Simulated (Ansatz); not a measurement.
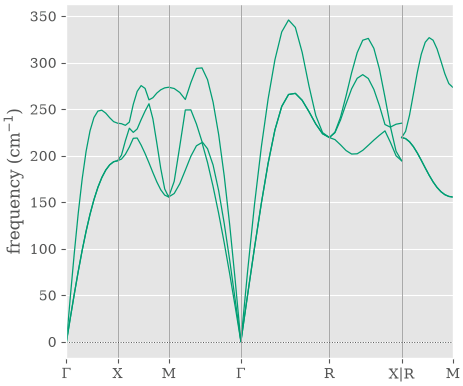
Phonon dispersion of P (simple cubic, space group No. 221), r²SCAN (plane waves, PAW; program Ansatz); imaginary frequencies are drawn negative

Q: Is this phase dynamically stable?

A: Yes, on this path no branch is imaginary.

Q: How high does the spectrum reach?

A: About 350 cm⁻¹ (10.4 THz).

Space group Pm-3m (simple cubic). This is a known high-pressure phase of the composition, computed here at zero pressure and temperature. Symmetry was held in the r²SCAN relaxation. As this level gives no gap, phonon frequencies hold no LO–TO term and depend on the k-mesh and smearing (Fermi–Dirac, 0.1 eV here).

Potentials: the later of the program's two PAW sets.
